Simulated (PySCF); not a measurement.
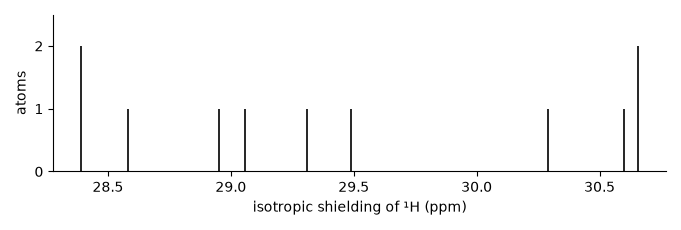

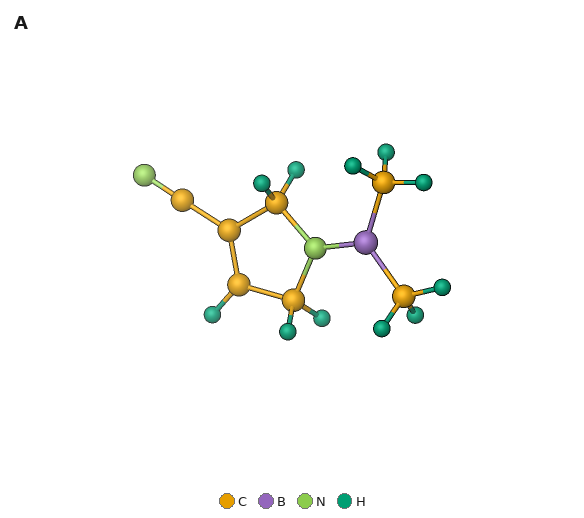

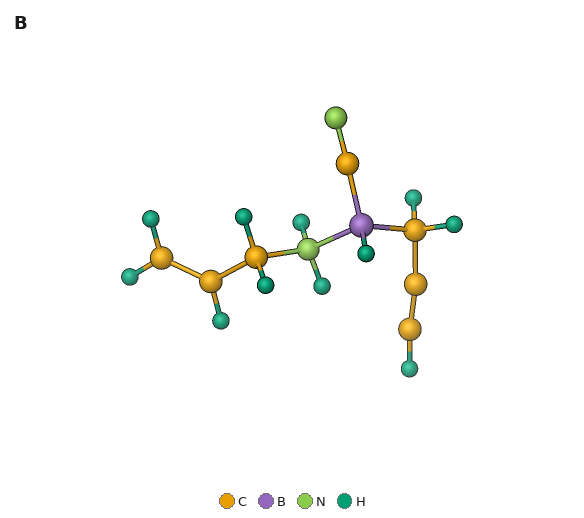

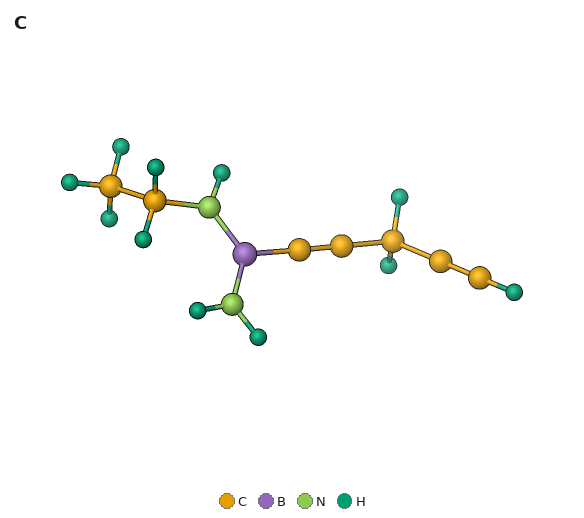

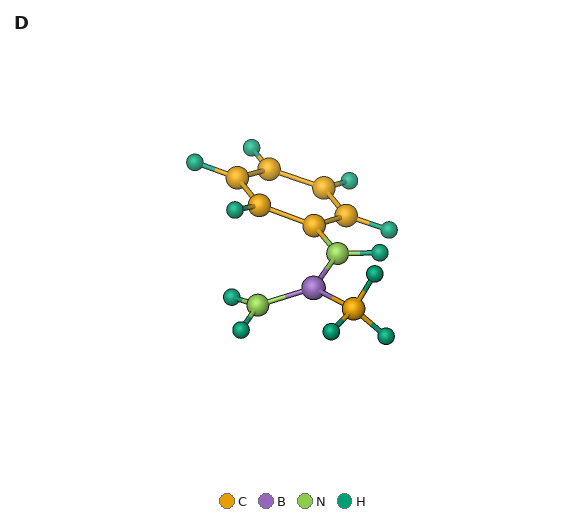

The sticks are computed shieldings of one of the molecules, for one fixed geometry (GFN2-xTB) without averaging over rotations. Low shielding means a high chemical shift. Method: GIAO PBE0/pcSseg-1 NMR shielding, non-relativistic, gas phase (PySCF 2.14.0).

### Match the spectrum to a structure.

C, `C#CCC#CB(N)NCC`. Its 11 H atoms give lines at 28.39 (2 atoms), 28.58, 28.95, 29.06, 29.31, 29.49, 30.29, 30.60, 30.66 (2 atoms) ppm.

The geometry is semi-empirical. Around B such bond lengths and angles can be off by a tenth of an ångström or more and by several degrees, and values that hang on the shape move with them.
